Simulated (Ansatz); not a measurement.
# C2H2F2 (SMILES C=C(F)F): revPBE/aug-cc-pVDZ

Aim: the electronic atomisation energy of C2H2F2 at revPBE/aug-cc-pVDZ, from 4 runs. 

The results are computed with Ansatz 0.2.0.

### Step 1. The molecule

The species is C2H2F2 (6 atoms), typed as a singlet with charge 0. SMILES: `C=C(F)F`. The shape is that of a PBE0-D4/def2-TZVP optimisation.

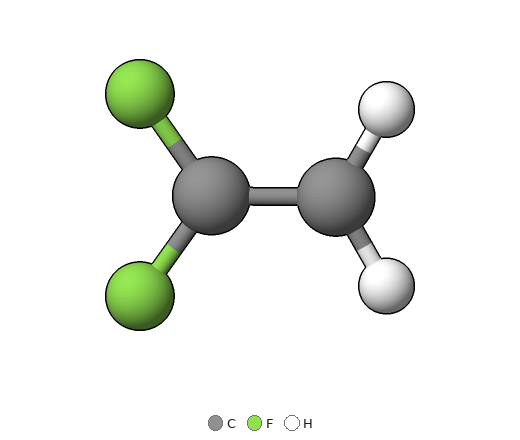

Viewed from a chosen angle; carbon grey, fluorine green, hydrogen white.

### Step 2. The energy at revPBE/aug-cc-pVDZ

Input file in.yaml:

```yaml
crystal:
  periodic: [false, false, false]
  atoms:
    - {symbol: C, position_ang: [-0.115900, 0.471000, -0.544400]}
    - {symbol: C, position_ang: [0.105000, -0.394600, 0.420100]}
    - {symbol: F, position_ang: [-0.454900, -0.363600, 1.607600]}
    - {symbol: F, position_ang: [0.919200, -1.422100, 0.343000]}
    - {symbol: H, position_ang: [0.394200, 0.360600, -1.488400]}
    - {symbol: H, position_ang: [-0.805600, 1.284800, -0.384200]}
basis:
  gaussian:
    orbitals: aug-cc-pVDZ
output: {orbitals: {seedname: orbitals}}
hamiltonian:
  xc: {name: revPBE}
accuracy: high
```

Run with:

```sh
$ ansatz run in.yaml --threads 1 --pin off --max-ram 3480MiB --events-out events.jsonl --progress --plain --runs-dir runs
```

The program printed:

```text
Warning: RAYON_NUM_THREADS=1 ignored (pool sized by the plan → 1); use --threads N
Functional definition: revPBE
  name "revPBE"
  parameter kappa = 1.245
  parameter beta = 0.06672455060314922
  exchange = pbe_x(kappa = kappa, mu = beta*pi^2/3)
  correlation = pbe_c(beta = beta)
2192 factors; integrals over basis functions are off by at most 3.1e-9 eV
mean field evaluation 1: about -7529.7664 eV, gradient 5.9e1 eV
mean field evaluation 2: about -7517.4417 eV, gradient 8.0e1 eV
mean field evaluation 4: about -7537.9701 eV, gradient 5.3e0 eV
mean field evaluation 8: about -7538.0274 eV, gradient 6.1e-1 eV
mean field evaluation 16: about -7538.0282 eV, gradient 9.4e-6 eV
mean field -7538.02818686 eV, -277.0174264079 hartree, gradient 3.1e-8 eV, S^2 0.000000; 0 other end points of the search recorded, 0 dependent functions left out
reference -7538.02819527 eV, -277.0174267173 hartree; 16, 16 occupied and 94, 94 virtual orbitals, 2192 factors
Total energy: -7538.02819527 eV, -277.0174267173 hartree
```

Wall time 6.6 s (1 thread of Arm Neoverse V1, shared host); peak memory 0.29 GiB.

### Step 3. The C atom

Input file input.yaml:

```yaml
crystal:
  periodic: [false, false, false]
  atoms:
    - {symbol: C, position_ang: [0.000000, 0.000000, 0.000000]}
basis:
  gaussian: {orbitals: aug-cc-pVDZ}
magnetization: {spin_polarized: true, initial_magnetization: 2}
hamiltonian: {xc: {name: revPBE}}
accuracy: high
```

Run with:

```sh
$ ansatz run input.yaml --threads 1 --pin off --max-ram 3480MiB --events-out events.jsonl --progress --plain --runs-dir runs
```

The program printed:

```text
Warning: RAYON_NUM_THREADS=1 ignored (pool sized by the plan → 1); use --threads N
Functional definition: revPBE
  name "revPBE"
  parameter kappa = 1.245
  parameter beta = 0.06672455060314922
  exchange = pbe_x(kappa = kappa, mu = beta*pi^2/3)
  correlation = pbe_c(beta = beta)
195 factors; integrals over basis functions are off by at most 2.5e-9 eV
mean field evaluation 1: about -1029.4281 eV, gradient 6.0e0 eV
mean field evaluation 2: about -1029.5719 eV, gradient 4.1e0 eV
mean field evaluation 4: about -1029.7075 eV, gradient 2.8e-1 eV
mean field evaluation 8: about -1029.7076 eV, gradient 4.0e-4 eV
mean field evaluation 16: about -1029.5873 eV, gradient 4.1e0 eV
mean field evaluation 32: about -1029.7075 eV, gradient 7.6e-2 eV
mean field -1029.70757121 eV, -37.8410552812 hartree, gradient 6.4e-9 eV, S^2 2.003060; 2 other end points of the search recorded, 0 dependent functions left out
reference -1029.70757564 eV, -37.8410554438 hartree; 4, 2 occupied and 19, 21 virtual orbitals, 195 factors
Total energy: -1029.70757564 eV, -37.8410554438 hartree
```

Run time: 0.64 s. Hardware: 1 thread of Arm Neoverse V1, shared host.

### Step 4. The F atom

Input file molecule.yaml:

```yaml
crystal:
  periodic: [false, false, false]
  atoms:
    - {symbol: F, position_ang: [0.000000, 0.000000, 0.000000]}
basis:
  gaussian:
    orbitals: aug-cc-pVDZ
accuracy: high
magnetization:
  spin_polarized: true
  initial_magnetization: 1
hamiltonian:
  xc: {name: revPBE}
```

Run with:

```sh
$ ansatz run molecule.yaml --threads 1 --pin off --max-ram 3480MiB --events-out events.jsonl --progress --plain --runs-dir runs
```

The program printed:

```text
Warning: RAYON_NUM_THREADS=1 ignored (pool sized by the plan → 1); use --threads N
Functional definition: revPBE
  name "revPBE"
  parameter kappa = 1.245
  parameter beta = 0.06672455060314922
  exchange = pbe_x(kappa = kappa, mu = beta*pi^2/3)
  correlation = pbe_c(beta = beta)
199 factors; integrals over basis functions are off by at most 2.8e-9 eV
mean field evaluation 1: about -2713.0245 eV, gradient 5.7e0 eV
mean field evaluation 2: about -2713.0468 eV, gradient 4.9e0 eV
mean field evaluation 4: about -2713.1218 eV, gradient 9.1e-3 eV
mean field evaluation 8: about -2713.1216 eV, gradient 1.4e-4 eV
mean field evaluation 16: about -2713.1210 eV, gradient 1.7e-1 eV
mean field evaluation 32: about -2713.1216 eV, gradient 7.9e-9 eV
mean field -2713.12160382 eV, -99.7053799204 hartree, gradient 2.9e-9 eV, S^2 0.751353; 5 other end points of the search recorded, 0 dependent functions left out
reference -2713.12160668 eV, -99.7053800258 hartree; 5, 4 occupied and 18, 19 virtual orbitals, 199 factors
Total energy: -2713.12160668 eV, -99.7053800258 hartree
```

Run time: 0.97 s. Hardware: 1 thread of Arm Neoverse V1, shared host.

### Step 5. The H atom at the same level

Input file molecule.yaml:

```yaml
crystal:
  periodic: [false, false, false]
  atoms:
    - {symbol: H, position_ang: [0.000000, 0.000000, 0.000000]}
basis:
  gaussian:
    orbitals: aug-cc-pVDZ
total_charge: 0
magnetization:
  spin_polarized: true
  initial_magnetization: 1
hamiltonian:
  xc: {name: revPBE}
accuracy: high
```

Run the same way, it converges to -0.50379 Eh (log not shown).

### Step 6. What came out

Level: revPBE/aug-cc-pVDZ.

| quantity | value |
| --- | --- |
| molecule: total energy | -277.01743 Eh |
| molecule: HOMO energy | -6.41 eV |
| molecule: LUMO energy | -0.60 eV |
| molecule: HOMO–LUMO gap | 5.81 eV |
| C atom: total energy | -37.84106 Eh |
| C atom: ⟨S²⟩ | 2.003 |
| F atom: total energy | -99.70538 Eh |
| F atom: ⟨S²⟩ | 0.751 |
| H atom: total energy | -0.50379 Eh |
| H atom: ⟨S²⟩ | 0.750 |
| electronic atomisation energy | 24.952 eV |

In words: Taking the molecule apart into free atoms costs 24.95 eV (575 kcal/mol), before zero-point energy and without spin-orbit coupling.
